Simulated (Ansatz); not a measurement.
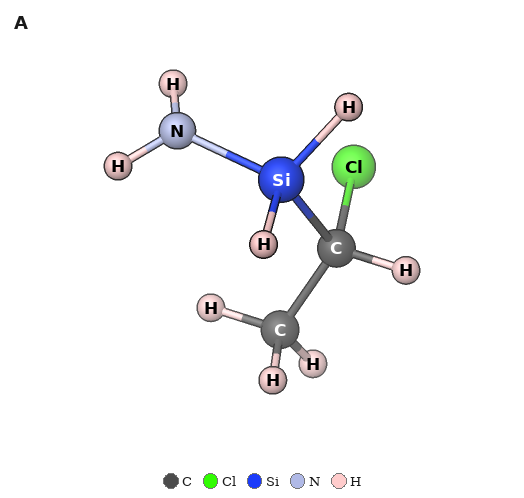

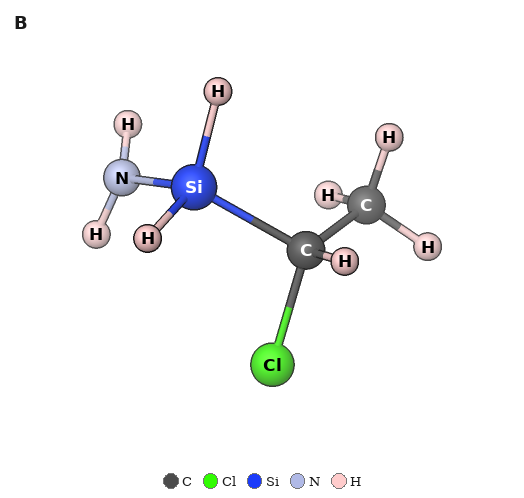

Atoms fade into the background with distance from the viewer. The geometry was computed by an optimisation with PBE0-D4/def2-TZVP. No frequency run is at hand to confirm it as a minimum.

Q: Are A and B the same structure? If not, how do they differ?

A: No. They are enantiomers, mirror images that no rotation superimposes: A is C[C@@H](Cl)[SiH2]N (R), B is C[C@H](Cl)[SiH2]N (S). Their energies are equal.
